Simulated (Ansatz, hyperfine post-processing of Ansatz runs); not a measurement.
# Hyperfine shifts in Na4MgMn2O6 from spin-polarised DFT, part 2 of 2

Aim: the shifts that the unpaired electrons of Mn give to the NMR lines of 23Na, 25Mg and 17O in Na4MgMn2O6 at 330 K.

DFT, r2SCAN, plane-wave PAW, default files, collinear spin, scalar-relativistic.

So far: Set-up; Saturated spin state; Spin flips.

## (3) Spin flips (continued)

The parallel state has -19109.5922 eV at zero smearing. Each flip reverses one ion with all its periodic images. It gives an energy and, by half the change of the contact field, the share of that set of ions in each shift at 330 K (ppm; atoms of one site can get unlike shares):

| atom reversed | energy (eV) | change (meV) | Na(1) | Na(2) | Na(3) | Na(4) | Mg | O(1) | O(2) |
| --- | --- | --- | --- | --- | --- | --- | --- | --- | --- |
| Mn1 | -19109.7161 | -123.9 | 2300 | 448 | 424 | 1320 | 3260 | 24200 | 6320 |
| Mn2 | -19109.7161 | -123.9 | 842 | 285 | 379 | 1490 | 2350 | 4810 | 2080 |

In mean-field theory Θ = ΔE (S + 1) / (6 S k_B), as a plain mean over the flips, not weighted by how often each ion occurs: Θ = -359 K. Couplings between an ion and its own images are missing, but in this cell they lie beyond the nearest magnetic neighbours. Θ = 0 is used for the shifts.

## (4) Other levels of theory

Spin transfer to the ligands hangs on how far the functional delocalises the open shell, so other levels show how much the fields depend on it.

Contact fields (T) with all moments parallel; times on 4 threads of Arm Neoverse V2, shared host. PBE with 20 % exact exchange ran on a 3×3×3 mesh, against 5×4×4 for the first row. PBE with 35 % exact exchange ran on a 3×3×3 mesh, against 5×4×4 for the first row. Each level takes the cutoff that its files ask for.

| level | moment (μB) | time | Na(1) | Na(2) | Na(3) | Na(4) | Mg | O(1) |
| --- | --- | --- | --- | --- | --- | --- | --- | --- |
| r2SCAN | 8.00 | 87 s | 0.772 | 0.180 | 0.197 | 0.691 | 1.38 | 7.14 |
| PBE +U Mn 5 eV | 8.00 | 35 s | 0.798 | 0.104 | 0.123 | 0.753 | 1.38 | 4.18 |
| PBE +U Mn 3 eV | 8.00 | 36 s | 0.866 | 0.178 | 0.233 | 0.816 | 1.52 | 4.95 |
| PBE with 20 % exact exchange | 8.00 | 2.1 min | 0.520 | 0.0600 | 0.0592 | 0.535 | 0.997 | 5.70 |
| PBE with 35 % exact exchange | 8.00 | 2.7 min | 0.294 | -0.0218 | -0.0710 | 0.351 | 0.603 | 5.42 |

## (5) From fields to shifts

The shift is δ = B · g μB (S + 1) / (3 k_B (T − Θ)) with g = 2; at 330 K and Θ = 0 K one tesla gives 4071 ppm. The anisotropy is a sum over point dipoles on the Mn ions, scaled alike; on atoms bound to Mn, spin in their own p shell adds an anisotropy that this leaves out.

| site | nucleus | δ_iso (ppm) | with the calculated Θ | reduced anisotropy (ppm) | asymmetry |
| --- | --- | --- | --- | --- | --- |
| Na(1) | 23Na | 3140 | 1500 | -1800 | 0.88 |
| Na(2) | 23Na | 733 | 351 | 1250 | 0.32 |
| Na(3) | 23Na | 803 | 384 | 1210 | 0.31 |
| Na(4) | 23Na | 2810 | 1350 | 2100 | 0.58 |
| Mg | 25Mg | 5610 | 2690 | 2350 | 0.58 |
| O(1) | 17O | 29000 | 13900 | -3860 | 0.72 |
| O(2) | 17O | 8400 | 4020 | -3790 | 0.45 |
| O(3) | 17O | 6790 | 3250 | -4100 | 0.55 |
| O(4) | 17O | 23800 | 11400 | -2910 | 0.92 |
| O(5) | 17O | 6640 | 3180 | 4100 | 0.16 |
| O(6) | 17O | 6800 | 3260 | 4430 | 0.15 |

The reduced anisotropy is δ_zz − δ_iso, with zz the principal value farthest from δ_iso. The Weiss constant adds its own doubt: exchange couplings from semilocal functionals can miss even their sign, and a Θ lower by 100 K would lower every shift by 23 %.

23Na MAS at 9.4 T (105.9 MHz), 60 kHz, 330 K; contact and dipolar shift alone, no orbital or quadrupolar part; lines under 1.5 % of the strongest are left out. NMR lines, with heights relative to the strongest:

| position (ppm) | label | intensity |
| --- | --- | --- |
| -400.0 | Na(2) -2 | 5.9 |
| -329.6 | Na(3) -2 | 5.3 |
| 166.4 | Na(2) -1 | 52 |
| 236.8 | Na(3) -1 | 49 |
| 548.8 | Na(4) -4 | 1.7 |
| 732.8 | Na(2) centre | 96 |
| 803.3 | Na(3) centre | 100 |
| 875.4 | Na(1) -4 | 2.1 |
| 1115.2 | Na(4) -3 | 7.7 |
| 1299.3 | Na(2) +1 | 28 |
| 1369.7 | Na(3) +1 | 28 |
| 1441.8 | Na(1) -3 | 9.2 |
| 1681.6 | Na(4) -2 | 25 |
| 1865.7 | Na(2) +2 | 15 |
| 1936.1 | Na(3) +2 | 14 |
| 2008.3 | Na(1) -2 | 23 |
| 2248.0 | Na(4) -1 | 58 |
| 2432.1 | Na(2) +3 | 2.2 |
| 2502.5 | Na(3) +3 | 2.0 |
| 2574.7 | Na(1) -1 | 42 |
| 2814.5 | Na(4) centre | 35 |
| 3141.1 | Na(1) centre | 41 |
| 3380.9 | Na(4) +1 | 27 |
| 3707.5 | Na(1) +1 | 51 |
| 3947.3 | Na(4) +2 | 27 |
| 4274.0 | Na(1) +2 | 22 |
| 4513.8 | Na(4) +3 | 13 |
| 4840.4 | Na(1) +3 | 8.0 |
| 5080.2 | Na(4) +4 | 4.0 |
| 5406.8 | Na(1) +4 | 1.6 |

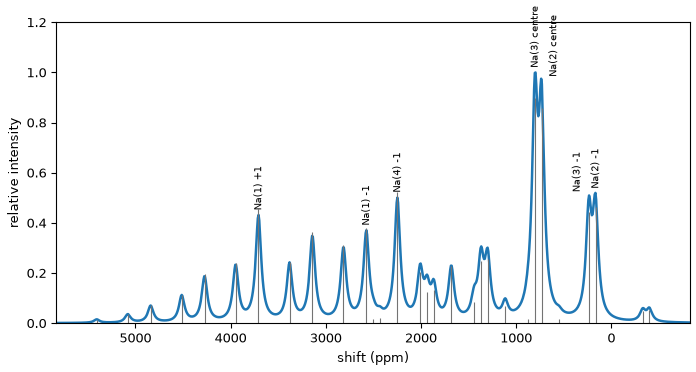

The NMR spectrum, broadened with Lorentzians of width 71 ppm; bars mark the lines.

## (6) Outcome

| Quantity | Value |
| --- | --- |
| spin of Mn | 2.00 |
| Weiss constant, mean field (rough, not used) | -359 K |
| 23Na contact shift at 330 K, Θ = 0 K | 3140, 733, 803, 2810 ppm |
| 25Mg contact shift at 330 K, Θ = 0 K | 5610 ppm |
| 17O contact shift at 330 K, Θ = 0 K | 29000, 8400, 6790, 23800, 6640, 6800 ppm |

**Reading.** At 330 K the Mn moments shift 23Na on Na(1) by 3140 ppm, 23Na on Na(2) by 733 ppm, 23Na on Na(3) by 803 ppm, 23Na on Na(4) by 2810 ppm, 25Mg on Mg by 5610 ppm and 17O on O(1) by 29000 ppm, scaled with a pure Curie law. No measured Weiss constant is at hand, and the one from single flips is too rough to scale with, so the shifts are given for a pure Curie law; the couplings found are strong, so their size is uncertain by a factor of two or more. The calculated Θ of -359 K would multiply them by 0.48. Over the levels shown that keep the moment, the field at Na(1) runs from 0.294 T (PBE with 35 % exact exchange) to 0.866 T (PBE +U Mn 3 eV); among the sites in the table it changes sign at Na(2) and Na(3). On Na(2) and Na(3) the levels differ even in sign, so neither size nor sign of that shift is settled. 2 further runs of this session (trial settings, or flips that did not finish) are not shown. All this holds only well above the ordering temperature and the strongest exchange, neither of which is computed. The orbital (chemical) shift and the pseudocontact shift from g anisotropy are not included. Couplings this strong may order the moments above this temperature, where no paramagnetic shift is seen. For anions bound to the magnetic ion the point-dipole anisotropy lacks the spin in their own p orbitals, and their lines are broad and relax fast. On O(1), O(3), O(5) and O(6) total and valence fields differ by over a quarter of the total (by up to 0.35 times the total); that core part hangs on the functional and on the program's treatment of the cores, and where it exceeds the total neither size nor sign of the shift is settled. The dipole sum is for a spherical crystallite; bulk susceptibility, which broadens real lines, and quadrupolar couplings are left out.

[Hosts, paths, dates, database ids (printed as entryN), source tags and the programs' standing remarks are cut or masked in the printed files.]
